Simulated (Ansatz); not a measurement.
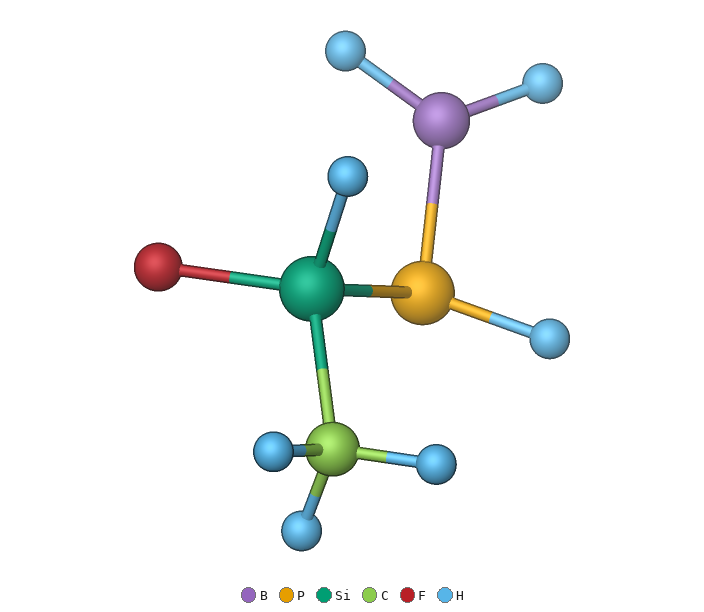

Computed geometry: PBE-D4/def2-SVP optimisation. No frequency run is at hand to confirm it as a minimum.

Give the structural formula.

SMILES: BP[Si@H](C)F

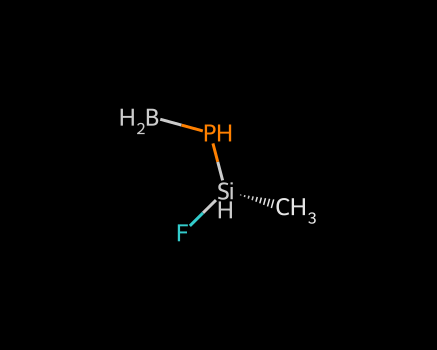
